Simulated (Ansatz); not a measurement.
# UBLYP/cc-pVDZ run of SiHCl2O2 (SMILES [O][Si](O)(Cl)Cl)

What is the electronic atomisation energy of SiHCl2O2 at UBLYP/cc-pVDZ? 

Program for the calculation: Ansatz 0.2.0.

58 further runs of the same task are left out: 7 that didn't finish, 51 set aside as unsound or not needed. Runs told in other sessions of the task aren't counted.

## Step 1: The structure to begin with

SiHCl2O2 has 6 atoms, charge 0, and is taken as a doublet. As SMILES, `[O][Si](O)(Cl)Cl`. Geometry: relaxed at PBE0-D4/def2-TZVP. This is one conformer, not always the lowest.

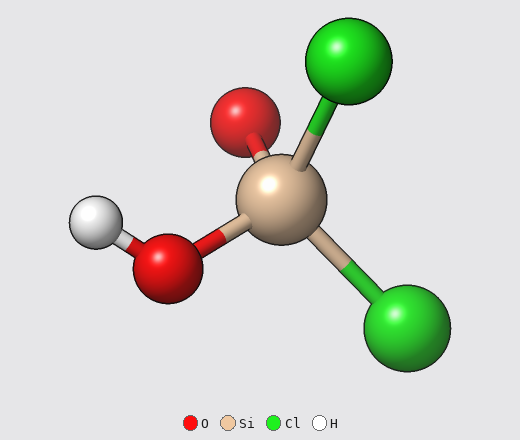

Viewed from a chosen angle; oxygen red, silicon light orange, chlorine green, hydrogen white.

## Step 2: The energy at UBLYP/cc-pVDZ

job.yaml

```yaml
basis:
  gaussian:
    orbitals: cc-pVDZ
crystal:
  periodic: [false, false, false]
  atoms:
    - {symbol: O, position_ang: [-1.226100, 0.180900, 1.211600]}
    - {symbol: Si, position_ang: [-0.270900, 0.041200, -0.123700]}
    - {symbol: O, position_ang: [1.051900, -0.855800, 0.114900]}
    - {symbol: Cl, position_ang: [-1.218400, -0.789200, -1.696000]}
    - {symbol: Cl, position_ang: [0.111400, 2.012000, -0.434200]}
    - {symbol: H, position_ang: [1.594100, -0.653200, 0.881200]}
magnetization:
  spin_polarized: true
  initial_magnetization: 1
hamiltonian:
  xc: {name: BLYP}
accuracy: high
output: {orbitals: {seedname: orbitals}}
```

Launch:

```console
$ ansatz run job.yaml --threads 1 --pin off --max-ram 3480MiB --events-out events.jsonl --progress --plain --runs-dir runs
```

Standard output:

```text
Warning: RAYON_NUM_THREADS=1 ignored (pool sized by the plan → 1); use --threads N
Functional definition: BLYP
  name "BLYP"
  parameter beta = 0.0042
  parameter a = 0.04918
  parameter b = 0.132
  parameter c = 0.2533
  parameter d = 0.349
  exchange = b88_x(beta = beta)
  correlation = lyp_c(a = a, b = b, c = c, d = d)
1913 factors; integrals over basis functions are off by at most 3.6e-9 eV
mean field evaluation 1: about -37016.8867 eV, gradient 6.4e1 eV
mean field evaluation 2: about -36800.1608 eV, gradient 1.6e2 eV
mean field evaluation 4: about -37029.5267 eV, gradient 3.8e1 eV
mean field evaluation 8: about -37035.0692 eV, gradient 6.8e-1 eV
mean field evaluation 16: about -37035.0677 eV, gradient 1.2e-2 eV
mean field evaluation 32: about -37035.0677 eV, gradient 6.8e-8 eV
mean field -37035.06773249 eV, -1361.0136358984 hartree, gradient 6.8e-8 eV, S^2 0.752361; 6 other end points of the search recorded, 0 dependent functions left out
reference -37035.06778407 eV, -1361.0136377940 hartree; 33, 32 occupied and 54, 55 virtual orbitals, 1913 factors
Total energy: -37035.06778407 eV, -1361.0136377940 hartree
```

Run time: 20 s. Hardware: 1 thread of Arm Neoverse V2, shared host; peak memory 0.3 GiB.

## Step 3: The Cl atom, same level

run.yaml

```yaml
crystal:
  periodic: [false, false, false]
  atoms:
    - {symbol: Cl, position_ang: [0.000000, 0.000000, 0.000000]}
basis:
  gaussian:
    orbitals: cc-pVDZ
magnetization:
  spin_polarized: true
  initial_magnetization: 1
hamiltonian:
  xc: {name: BLYP}
accuracy: high
```

Run the same way, it converges to -460.13939 Eh (log not shown).

## Step 4: The H atom

job.yaml

```yaml
basis:
  gaussian: {orbitals: cc-pVDZ}
crystal:
  periodic: [false, false, false]
  atoms:
    - {symbol: H, position_ang: [0.000000, 0.000000, 0.000000]}
magnetization: {spin_polarized: true, initial_magnetization: 1}
hamiltonian: {xc: {name: BLYP}}
accuracy: high
```

Launch:

```console
$ ansatz run job.yaml --threads 1 --pin off --max-ram 3480MiB --events-out events.jsonl --progress --plain --runs-dir runs
```

Standard output:

```text
Warning: RAYON_NUM_THREADS=1 ignored (pool sized by the plan → 1); use --threads N
[... 9 set-up lines as earlier in the session ...]
15 factors; integrals over basis functions are off by at most 4.6e-8 eV
mean field evaluation 1: about -13.5051 eV, gradient 4.7e-1 eV
mean field evaluation 2: about -13.5079 eV, gradient 5.7e-2 eV
mean field evaluation 4: about -13.5078 eV, gradient 4.7e-5 eV
mean field evaluation 8: about -13.5078 eV, gradient 8.0e-9 eV
mean field -13.50779466 eV, -0.4964022977 hartree, gradient 8.0e-9 eV, S^2 0.750000; 0 other end points of the search recorded, 0 dependent functions left out
reference -13.50782071 eV, -0.4964032550 hartree; 1, 0 occupied and 4, 5 virtual orbitals, 15 factors
Total energy: -13.50782071 eV, -0.4964032550 hartree
```

Wall time 0.1 s (1 thread of Arm Neoverse V2, shared host).

## Step 5: The O atom

in.yaml

```yaml
crystal:
  periodic: [false, false, false]
  atoms:
    - {symbol: O, position_ang: [0.000000, 0.000000, 0.000000]}
basis:
  gaussian: {orbitals: cc-pVDZ}
magnetization: {spin_polarized: true, initial_magnetization: 2}
hamiltonian: {xc: {name: BLYP}}
accuracy: high
```

Run the same way, it converges to -75.05452 Eh (log not shown).

## Step 6: The Si atom, same level

input.yaml

```yaml
crystal:
  periodic: [false, false, false]
  atoms:
    - symbol: Si
      position_ang: [0.000000, 0.000000, 0.000000]
basis:
  gaussian: {orbitals: cc-pVDZ}
magnetization: {spin_polarized: true, initial_magnetization: 2}
hamiltonian: {xc: {name: BLYP}}
accuracy: high
```

Run the same way, it converges to -289.37230 Eh (log not shown).

## Step 7: Outcome

At UBLYP/cc-pVDZ:

```
                                    quantity           value
                      molecule: total energy  -1361.01364 Eh
molecule: HOMO energy (highest over α and β)        -7.07 eV
 molecule: LUMO energy (lowest over α and β)        -6.41 eV
                              molecule: ⟨S²⟩           0.752
                       Cl atom: total energy   -460.13939 Eh
                               Cl atom: ⟨S²⟩           0.751
                        H atom: total energy     -0.49640 Eh
                                H atom: ⟨S²⟩           0.750
                        O atom: total energy    -75.05452 Eh
                                O atom: ⟨S²⟩           2.002
                       Si atom: total energy   -289.37230 Eh
                               Si atom: ⟨S²⟩           2.002
               electronic atomisation energy       20.602 eV
```

**Reading.** Taking the molecule apart into free atoms costs 20.60 eV (1988 kJ/mol), before zero-point energy and without spin-orbit coupling.
